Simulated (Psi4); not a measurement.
**CH2F2 (difluoromethane): DLPNO-MP2/def2-TZVP (density fitting, density fitting for correlation, pno convergence normal, sweep point 2)**

What is the energy change on altering one bond length of CH2F2 (difluoromethane) at DLPNO-MP2/def2-TZVP (density fitting, density fitting for correlation, pno convergence normal, sweep point 2)? 

The calculation is run with Psi4 1.11.

3 further runs of the same task are left out: 2 that didn't finish, 1 set aside as unsound or not needed.

## 1. The molecule

CH2F2 has 5 atoms, charge 0, and is taken as a singlet. SMILES: `FCF`. Geometry: relaxed at PBE0-D4/def2-TZVP.

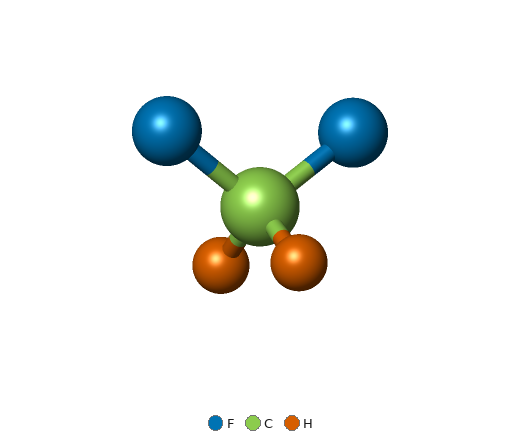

Viewed from a chosen angle; fluorine blue, carbon green, hydrogen orange.

## 2. A single-point energy at DLPNO-MP2/def2-TZVP (density fitting, density fitting for correlation, pno convergence normal, sweep point 2)

Contents of job.in:

```
memory 1600 MB

molecule molecule1 {
  0 1
  F     -1.073300     0.191200     0.698300
  C      0.010100    -0.016900    -0.082300
  F      1.090500    -0.179200     0.713200
  H     -0.142700    -0.932900    -0.659500
  H      0.165300     0.864200    -0.711100
  symmetry c1
}

set globals {
  basis def2-TZVP
  puream true
  scf_type df
  dft_radial_points 99
  dft_spherical_points 590
  num_frozen_docc 3
  pno_convergence normal
}

result = energy("dlpno-mp2")
print_variables()
```

Launch:

```sh
psi4 -i job.in -o job.out -n 1
```

job.out, cut to the lines that bear on the results:

```text
[...]
  Running in c1 symmetry.
[...]
  Nuclear repulsion =   77.468210530799951
[...]
  Multiplicity = 1
[...]
  Nalpha       = 13
  Nbeta        = 13
[...]
    Number of basis functions: 105
[...]
   @DF-RHF iter   1:  -237.96209660356746   -5.83684e-01   3.29037e-03 ADIIS/DIIS
[...]
    Orbital Energies [Eh]
    ---------------------
    Doubly Occupied:
       1A    -26.309545     2A    -26.309528     3A    -11.404795
       4A     -1.662269     5A     -1.601317     6A     -0.969514
       7A     -0.779146     8A     -0.771268     9A     -0.756948
      10A     -0.667602    11A     -0.633345    12A     -0.621504
      13A     -0.534583
[...]
  @DF-RHF Final Energy:  -238.00795174961530
   => Energetics <=
    Nuclear Repulsion Energy =             77.4682105307999507
    One-Electron Energy =                -484.9095969152909902
    Two-Electron Energy =                 169.4334346348757094
    Total Energy =                       -238.0079517496153017
[...]
 Multipole Moments:
 ------------------------------------------------------------------------------------
     Multipole            Electronic (a.u.)      Nuclear  (a.u.)        Total (a.u.)
 ------------------------------------------------------------------------------------
 L = 1.  Multiply by 2.5417464519 to convert [e a0] to [Debye]
 Dipole X            :         -0.0034795            0.0050676            0.0015882
 Dipole Y            :          0.0511838           -0.0757344           -0.0245505
 Dipole Z            :          1.7669582           -2.6109082           -0.8439500
 Magnitude           :                                                    0.8443085
[...]
  @LMP2 iter   4:  -0.663210499405 -6.239e-07  7.726e-07
[...]
```

Wall time 3.9 s (1 thread of Intel Xeon Platinum 8259CL at 2.50GHz (Skylake/Cascade Lake), shared host); peak memory 0.3 GiB.

## 3. The distorted shape, same level

Contents of input.inp:

```
memory 1.6 GB

molecule molecule1 {
  0 1
  F     -1.042740     0.374398     0.813739
  C      0.040660     0.166298     0.033139
  F      1.121060     0.003998     0.828639
  H     -0.142700    -0.932900    -0.659500
  H      0.195860     1.047398    -0.595661
  symmetry c1
}

set {
  basis                def2-TZVP
  puream               true
  scf_type             df
  dft_radial_points    99
  dft_spherical_points 590
  num_frozen_docc      3
  pno_convergence      normal
}

energy('dlpno-mp2')
```

Launch:

```sh
psi4 -n 1 input.inp input.out
```

input.out, cut to the lines that bear on the results:

```text
[...]
  Running in c1 symmetry.
[...]
  Nuclear repulsion =   76.577336040453105
[...]
  Multiplicity = 1
[...]
  Nalpha       = 13
  Nbeta        = 13
[...]
    Number of basis functions: 105
[...]
   @DF-RHF iter   1:  -237.93319793776831   -6.57799e-01   3.42884e-03 DIIS/ADIIS
[...]
    Orbital Energies [Eh]
    ---------------------
    Doubly Occupied:
       1A    -26.315262     2A    -26.315244     3A    -11.428972
       4A     -1.666293     5A     -1.605747     6A     -0.955561
       7A     -0.778667     8A     -0.761018     9A     -0.757455
      10A     -0.670776    11A     -0.637824    12A     -0.614896
      13A     -0.506733
[...]
  @DF-RHF Final Energy:  -237.98320900288908
   => Energetics <=
    Nuclear Repulsion Energy =             76.5773360404531047
    One-Electron Energy =                -483.0921968878171811
    Two-Electron Energy =                 168.5316518444749647
    Total Energy =                       -237.9832090028890832
[...]
 Multipole Moments:
 ------------------------------------------------------------------------------------
     Multipole            Electronic (a.u.)      Nuclear  (a.u.)        Total (a.u.)
 ------------------------------------------------------------------------------------
 L = 1.  Multiply by 2.5417464519 to convert [e a0] to [Debye]
 Dipole X            :          0.0347940           -0.0235884            0.0112056
 Dipole Y            :          0.2813247           -0.2475187            0.0338060
 Dipole Z            :          1.9294452           -2.7191550           -0.7897099
 Magnitude           :                                                    0.7905126
[...]
  @LMP2 iter   4:  -0.667056831535 -6.826e-07  8.281e-07
[...]
```

Wall time 3.9 s (1 thread of Intel Xeon Platinum 8259CL at 2.50GHz (Skylake/Cascade Lake), shared host); peak memory 0.3 GiB.

## 4. Summary of results

At DLPNO-MP2/def2-TZVP (density fitting, density fitting for correlation, pno convergence normal, sweep point 2), 3 core orbitals frozen:

```
                                                         quantity          value
                                        first shape: total energy  -238.67119 Eh
                 first shape: HOMO energy (Hartree–Fock orbitals)      -14.55 eV
                 first shape: LUMO energy (Hartree–Fock orbitals)        4.38 eV
               first shape: HOMO–LUMO gap (Hartree–Fock orbitals)       18.93 eV
         first shape: correlation energy (3 core orbitals frozen)     -663.2 mEh
                                    distorted shape: total energy  -238.65029 Eh
             distorted shape: HOMO energy (Hartree–Fock orbitals)      -13.79 eV
             distorted shape: LUMO energy (Hartree–Fock orbitals)        3.98 eV
           distorted shape: HOMO–LUMO gap (Hartree–Fock orbitals)       17.77 eV
     distorted shape: correlation energy (3 core orbitals frozen)     -667.1 mEh
energy change with the C2–H4 bond stretched from 1.093 to 1.312 Å       0.569 eV
```

In words: With the C2–H4 bond stretched from 1.093 to 1.312 Å the energy rises by 0.57 eV (13.1 kcal/mol). The first shape isn't relaxed at this level, so the change isn't measured from a minimum.
